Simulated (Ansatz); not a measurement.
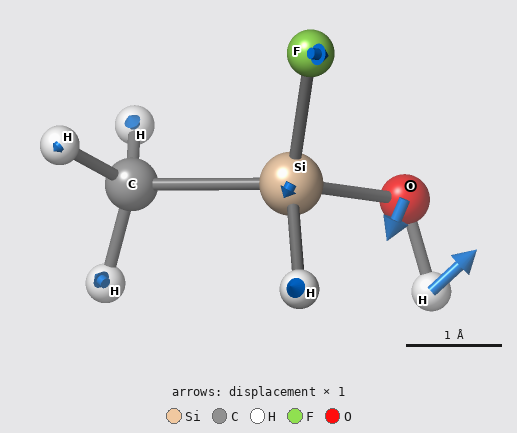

A relaxation of CH$_{5}$FOSi. The starting structure is drawn; blue arrows show the displacements, at their true length. The two geometries are superimposed by the best rigid fit.

A ball-and-stick model, seen from a free direction.

The run prepares the start of a later molecular dynamics calculation, from a guessed geometry.

Method: RKS BHLYP-D4/6-31G (Ansatz). Settings: no spin polarisation; force threshold 0.02 eV/Å; at most 40 steps.

**Which element moves most?**

Hydrogen: up to 0.65 Å, against 0.48 Å for oxygen.

**What happened in the run?**

An H atom moves most after the best rigid fit: 0.65 Å. Largest moves by element: H 0.65 Å, O 0.48 Å, F 0.26 Å, Si 0.17 Å, C 0.07 Å. Among the contacts that change: F–Si 1.590 → 1.683 Å, H–O 1.010 → 0.954 Å, H–Si 1.459 → 1.487 Å, C–H 1.110 → 1.085 Å. Among the angles between lasting bonds that change: Si–O–H 109.5° → 130.5°, C–Si–H 109.5° → 115.4°, F–Si–H 109.5° → 104.9°. Groups turn about O–Si by about 85°. The energy falls by 0.571 eV in 8 geometry steps. Largest force component: 3 eV/Å at the start, 0.0072 eV/Å at the end. The run took 26 s on 1 thread of Arm Neoverse V1 (shared host), peak memory 0.15 GiB.

Limits of the set-up: the basis has no polarisation functions, which atoms past neon need.
